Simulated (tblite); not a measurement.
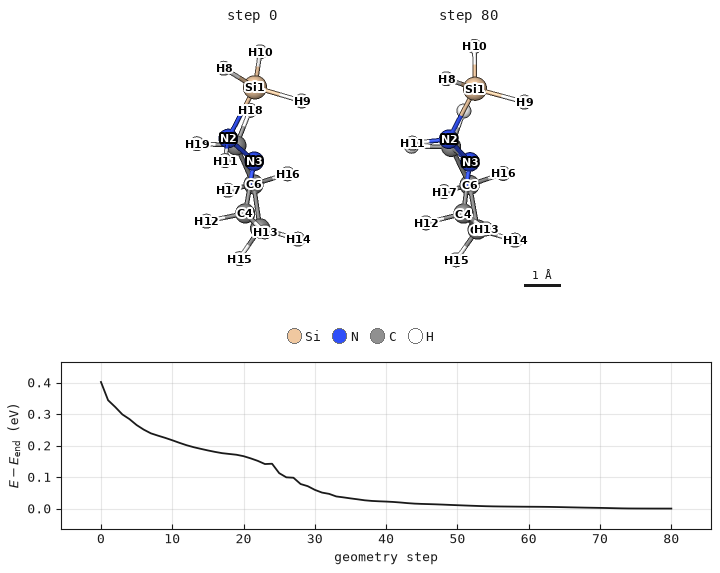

First and last geometry of a relaxation of C$_{4}$H$_{12}$N$_{2}$Si, with the history of the run. Style: ball-and-stick. Shown from a free direction.

The calculation used GFN2-xTB geometry optimisation, gas phase in tblite. 

What do the curves and the structures tell?

Answer. It converged. An H atom moves most after the best rigid fit: 1.20 Å. Largest moves by element: H 1.20 Å, Si 0.13 Å, N 0.13 Å, C 0.07 Å. Some distances before and after: N–N 1.443 → 1.399 Å, C–C 1.515 → 1.542 Å, C–N 1.480 → 1.455 Å, H–Si 1.491 → 1.473 Å. Bond angles that change, for instance: Si–N–H 104.8° → 120.2°, N–Si–H 109.1° → 115.4°, H–Si–H 109.3° → 114.2°. Over 80 geometry steps the energy falls by 0.402 eV.

| step | E − E(0), eV |
| --- | --- |
| 0 | 0.0000 |
| 1 | -0.0578 |
| 2 | -0.0793 |
| 3 | -0.1029 |
| 4 | -0.1178 |
| 5 | -0.1366 |
| 6 | -0.1511 |
| 7 | -0.1629 |
| 8 | -0.1703 |
| 9 | -0.1772 |
| 10 | -0.1848 |
| 14 | -0.2121 |
| 17 | -0.2258 |
| 21 | -0.2423 |
| 25 | -0.2892 |
| 28 | -0.3237 |
| 32 | -0.3550 |
| 36 | -0.3723 |
| 39 | -0.3786 |
| 43 | -0.3844 |
| 47 | -0.3882 |
| 51 | -0.3918 |
| 54 | -0.3942 |
| 58 | -0.3955 |
| 62 | -0.3962 |
| 65 | -0.3973 |
| 69 | -0.3991 |
| 73 | -0.4010 |
| 76 | -0.4015 |
| 80 | -0.4017 |
